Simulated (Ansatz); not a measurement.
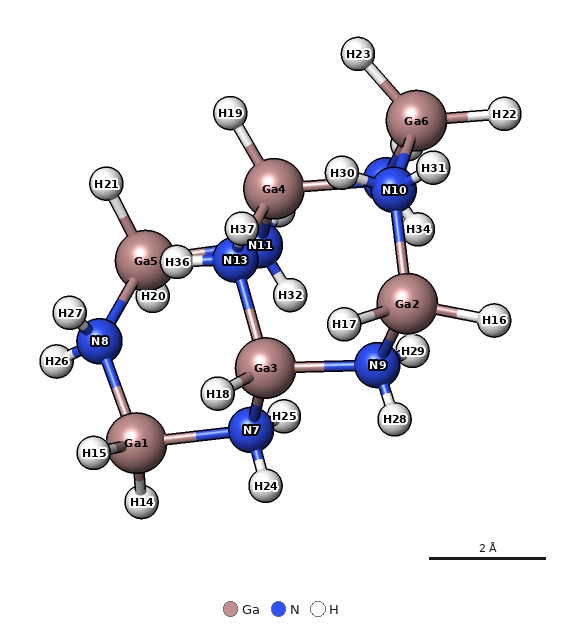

**Figure 1.** The input geometry (ball-and-stick view, seen at a tilt; atoms are numbered from 1 in the order of the input). Sticks mark near contacts. Bond lengths as drawn: Ga–H 1.52 to 1.55 Å, Ga–N 1.97 to 2.08 Å and H–N 1.02 to 1.03 Å.

# Geometry relaxation, with input and output: Ga6N7H24 (charge +1) (part 1 of 2)

System: Ga6N7H24 (Ga6N7 zinc blende off disc), charge +1.
Method: RKS PBE-D4/def2-SVP (Ansatz 0.2.0).

The geometry: GFN2-xTB start. Figures and captions count atoms from 1; the log counts them from 0 in places.

**Output**
```
Functional definition: PBE
  name "PBE"
  cite "Perdew, Burke & Ernzerhof, Phys. Rev. Lett. 77, 3865 (1996) doi:10.1103/PhysRevLett.77.3865"
  parent pbe
  parameter kappa = 0.804
  parameter beta = 0.06672455060314922
  exchange = pbe_x(kappa = kappa, mu = beta*pi^2/3)
  correlation = pbe_c(beta = beta)
these checks for a lower state are left out or cut short: stability, starts, cluster_reference, orbital_swaps, neighbouring_geometries, increment
2567 factors; integrals over basis functions are off by at most 3.3e-1 eV
mean field evaluation 1: about -324922.4506 eV, gradient 1.8e2 eV
mean field evaluation 2: about -324740.0603 eV, gradient 3.2e2 eV
mean field evaluation 4: about -324981.6048 eV, gradient 2.2e1 eV
mean field evaluation 8: about -324982.5843 eV, gradient 1.4e-1 eV
mean field evaluation 16: about -324982.5721 eV, gradient 2.6e-4 eV
mean field -324982.57209377 eV, -11942.8892433469 hartree, gradient 3.3e-6 eV, S^2 0.000000; 0 other end points of the search recorded, 0 dependent functions left out
the calculation of the forces begins
reference -324982.57217933 eV, -11942.8892464912 hartree; 129, 129 occupied and 281, 281 virtual orbitals, 2567 factors
relax step   1: F+E_penalty+E_count = -324984.11194743 eV  Δ(F+E_penalty+E_count) = +0.000e0 eV  max|allowed force component| = 5.403e-1 eV/Å  Δτ_max = 0.0000 Å  (19 SCF iters, accepted)
these checks for a lower state are left out or cut short: stability, starts, cluster_reference, orbital_swaps, neighbouring_geometries, increment
2567 factors; integrals over basis functions are off by at most 3.5e-1 eV
mean field -324982.73930863 eV, -11942.8953883796 hartree, gradient 1.7e-6 eV, S^2 0.000000; 0 other end points of the search recorded, 0 dependent functions left out
[... from here on the field's lines of each further geometry are left out, up to the last ...]
relax step   2: F+E_penalty+E_count = -324984.27088505 eV  Δ(F+E_penalty+E_count) = -1.589e-1 eV  max|allowed force component| = 1.293e-1 eV/Å  Δτ_max = 0.1254 Å  (19 SCF iters, accepted)
relax step   3: F+E_penalty+E_count = -324984.29286184 eV  Δ(F+E_penalty+E_count) = -2.198e-2 eV  max|allowed force component| = 5.167e-2 eV/Å  Δτ_max = 0.0494 Å  (19 SCF iters, accepted)
relax step   4: F+E_penalty+E_count = -324984.30743813 eV  Δ(F+E_penalty+E_count) = -1.458e-2 eV  max|allowed force component| = 7.160e-2 eV/Å  Δτ_max = 0.0825 Å  (19 SCF iters, accepted)
relax step   5: F+E_penalty+E_count = -324984.31187035 eV  Δ(F+E_penalty+E_count) = -4.432e-3 eV  max|allowed force component| = 4.252e-2 eV/Å  Δτ_max = 0.0680 Å  (18 SCF iters, accepted)
relax step   6: F+E_penalty+E_count = -324984.31396745 eV  Δ(F+E_penalty+E_count) = -2.097e-3 eV  max|allowed force component| = 2.089e-2 eV/Å  Δτ_max = 0.0151 Å  (19 SCF iters, accepted)
relax step   7: F+E_penalty+E_count = -324984.31540817 eV  Δ(F+E_penalty+E_count) = -1.441e-3 eV  max|allowed force component| = 1.580e-2 eV/Å  Δτ_max = 0.0383 Å  (19 SCF iters, accepted)
relax step   8: F+E_penalty+E_count = -324984.31678238 eV  Δ(F+E_penalty+E_count) = -1.374e-3 eV  max|allowed force component| = 5.296e-2 eV/Å  Δτ_max = 0.0784 Å  (19 SCF iters, accepted)
the calculation of the forces begins
reference -324982.75527712 eV, -11942.8959752108 hartree; 129, 129 occupied and 281, 281 virtual orbitals, 2567 factors
relax step   9: F+E_penalty+E_count = -324984.31727402 eV  Δ(F+E_penalty+E_count) = -4.916e-4 eV  max|allowed force component| = 4.200e-2 eV/Å  Δτ_max = 0.0200 Å  (20 SCF iters, accepted)
these checks for a lower state are left out or cut short: stability, starts, cluster_reference, orbital_swaps, neighbouring_geometries, increment
2567 factors; integrals over basis functions are off by at most 3.5e-1 eV
mean field -324982.75503306 eV, -11942.8959662418 hartree, gradient 2.3e-6 eV, S^2 0.000000; 0 other end points of the search recorded, 0 dependent functions left out
the calculation of the forces begins
reference -324982.75511796 eV, -11942.8959693618 hartree; 129, 129 occupied and 281, 281 virtual orbitals, 2567 factors
relax step  10: F+E_penalty+E_count = -324984.31750630 eV  Δ(F+E_penalty+E_count) = -2.323e-4 eV  max|allowed force component| = 1.601e-2 eV/Å  Δτ_max = 0.0114 Å  (14 SCF iters, accepted)
```

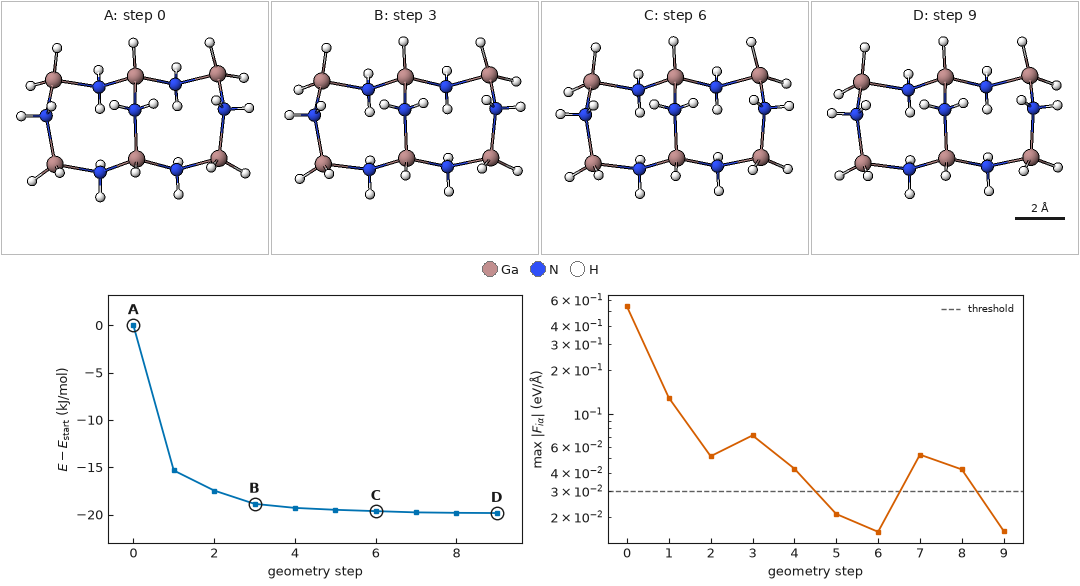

**Figure 2.** Frames of the relaxation (ball-and-stick view, seen at a tilt) above the curves, on which the letters mark them (the first geometry is step 0 here and step 1 in the log).

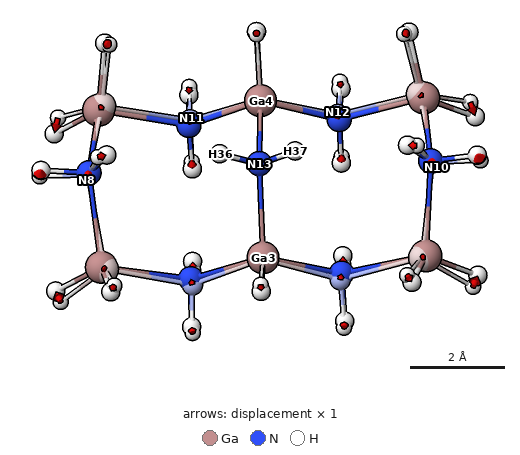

**Figure 3.** Start (faint) and end (solid) with the displacements as red arrows, at true length (ball-and-stick view, seen at a tilt). The two geometries are laid on each other by the best rigid fit. H20 moves most after the best rigid fit: 0.35 Å. Largest moves by element: H 0.35 Å, N 0.14 Å, Ga 0.13 Å. Distances before and after: Ga3–H18 1.523 → 1.560 Å, Ga1–H14 1.541 → 1.571 Å, Ga1–H15 1.546 → 1.575 Å, Ga1–N7 2.076 → 2.087 Å. Among the angles that change: Ga1–N8–Ga5 134.9° → 126.4°, Ga3–N13–Ga4 131.2° → 127.2°, N13–Ga3–H18 108.8° → 112.8°. The energy falls by 19.8 kJ/mol in 9 geometry steps. The largest force component goes from 0.54 to 0.016 eV/Å. (Atoms are counted from 1 in the order of the input.)

```
Total energy: -324984.31759120 eV, -11942.9533891942 hartree
Atom 0 at    -3.734277     1.164670     0.057298 Å, force     0.003388    -0.000026    -0.001557 eV/Å
Atom 1 at     1.165075    -3.735387     0.033798 Å, force     0.000349     0.002628    -0.002176 eV/Å
Atom 2 at    -1.278128    -1.278536     0.239581 Å, force     0.000375     0.000699     0.001278 eV/Å
Atom 3 at     1.272233     1.273161     0.253657 Å, force    -0.000704    -0.000919     0.001280 eV/Å
Atom 4 at    -1.173524     3.738650     0.011701 Å, force    -0.000405    -0.002339    -0.002051 eV/Å
Atom 5 at     3.737916    -1.172345     0.040194 Å, force    -0.003236     0.000145    -0.001733 eV/Å
Atom 6 at    -2.388616    -0.106627    -0.906197 Å, force    -0.004374     0.000017    -0.003046 eV/Å
Atom 7 at    -2.573218     2.586452     0.932969 Å, force    -0.009559     0.010971     0.015816 eV/Å
Atom 8 at    -0.108049    -2.381312    -0.915641 Å, force     0.000021    -0.003758    -0.002605 eV/Å
Atom 9 at     2.577255    -2.582061     0.935050 Å, force     0.009918    -0.010648     0.016011 eV/Å
Atom 10 at     0.115617     2.381224    -0.910283 Å, force    -0.000145     0.003571    -0.002275 eV/Å
Atom 11 at     2.389303     0.113698    -0.898623 Å, force     0.004306    -0.000078    -0.003101 eV/Å
Atom 12 at    -0.005428    -0.005034     1.142832 Å, force     0.000386     0.000413    -0.002431 eV/Å
Atom 13 at    -4.497274     1.882099    -1.114013 Å, force     0.000243    -0.000810     0.002897 eV/Å
Atom 14 at    -4.289553     0.245945     1.210137 Å, force     0.000678     0.002063    -0.001054 eV/Å
Atom 15 at     1.891920    -4.476905    -1.145605 Å, force    -0.000665     0.001064     0.002758 eV/Å
Atom 16 at     0.242942    -4.312518     1.173068 Å, force     0.002637     0.000361    -0.002464 eV/Å
Atom 17 at    -2.112299    -2.119649     1.254155 Å, force     0.001225     0.000949    -0.001977 eV/Å
Atom 18 at     2.098673     2.107768     1.280174 Å, force    -0.001336    -0.001053    -0.001849 eV/Å
Atom 19 at    -1.907367     4.447862    -1.183393 Å, force     0.000729    -0.001559     0.002927 eV/Å
Atom 20 at    -0.258645     4.348976     1.139308 Å, force    -0.003076    -0.000170    -0.002882 eV/Å
Atom 21 at     4.471194    -1.896898    -1.145861 Å, force    -0.000536     0.000667     0.002940 eV/Å
Atom 22 at     4.324221    -0.259758     1.182338 Å, force    -0.000452    -0.002588    -0.001380 eV/Å
Atom 23 at    -3.042774    -0.723996    -1.416178 Å, force     0.001725     0.000485     0.000705 eV/Å
Atom 24 at    -1.889609     0.387300    -1.659295 Å, force     0.000470    -0.000865     0.002176 eV/Å
Atom 25 at    -3.287360     3.300959     1.163784 Å, force     0.011574    -0.011130    -0.002652 eV/Å
Atom 26 at    -2.254668     2.287171     1.867510 Å, force    -0.003770     0.003886    -0.012422 eV/Å
Atom 27 at    -0.726740    -3.031873    -1.428634 Å, force     0.000088     0.001590     0.000629 eV/Å
Atom 28 at     0.383519    -1.876759    -1.666592 Å, force    -0.001149     0.000905     0.001992 eV/Å
Atom 29 at     2.267848    -2.273658     1.869700 Å, force     0.003822    -0.003929    -0.012377 eV/Å
Atom 30 at     3.289816    -3.298165     1.165819 Å, force    -0.011551     0.011323    -0.002612 eV/Å
Atom 31 at    -0.363230     1.877018    -1.669747 Å, force     0.001620    -0.000889     0.001871 eV/Å
Atom 32 at     0.742820     3.031751    -1.413016 Å, force    -0.000130    -0.001546     0.000787 eV/Å
Atom 33 at     1.891521    -0.368403    -1.660265 Å, force    -0.000452     0.001372     0.002282 eV/Å
Atom 34 at     3.043746     0.739156    -1.398432 Å, force    -0.001777    -0.000559     0.001052 eV/Å
Atom 35 at    -0.577079     0.561789     1.789314 Å, force    -0.000604    -0.000096     0.002639 eV/Å
Atom 36 at     0.562218    -0.575775     1.789396 Å, force     0.000366    -0.000147     0.002604 eV/Å
Dipole moment:     0.006113     0.005487    -0.431452 e Å
Checks for a lower state left out: stability, starts, cluster_reference, orbital_swaps, neighbouring_geometries, increment
```
